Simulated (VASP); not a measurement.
Band structure of Se (trig). Computed with PBE GGA, VASP's PBE PAW potentials (set 64) (plane waves; VASP).

Without a dispersion term in the relaxation, distances and binding between the weakly bound layers, chains or molecules are unreliable, and so is what depends on them.

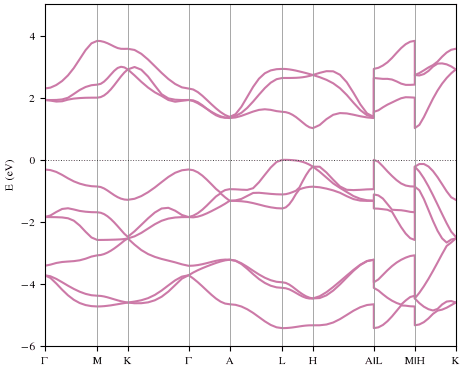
Figure: Bands along high-symmetry lines, zero at the valence-band maximum or, without a gap, the Fermi level

Question: Read the plot: is there a gap, and where are the band edges?

Answer: The gap is indirect, 1.02 eV, from the valence maximum at L to the conduction minimum at H. (Edges off the drawn lines would not show.)

The compound is Se in the trig structure. It was relaxed first, which changed the volume by +9 %.
